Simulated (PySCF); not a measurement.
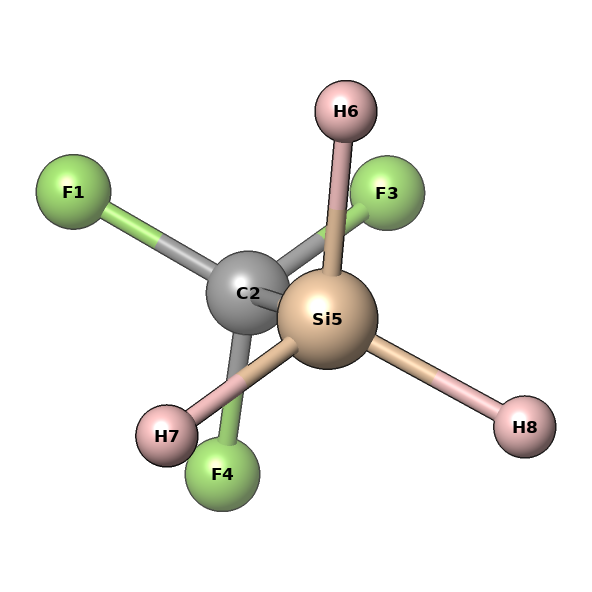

C2 lies behind Si5. The molecule seen a little off the Si5–C2 bond, Si5 in front. Atoms fade into the background with distance from the viewer. The geometry was computed by an optimisation with PBE0-D3(BJ)/def2-SVP. No frequency run is at hand to confirm it as a minimum.

Q: What is the torsion angle H6–Si5–C2–F1? The sign is positive where the front bond must turn clockwise to cover the back bond.

A: −58°, synclinal (gauche). The bonds about Si5–C2 are staggered.
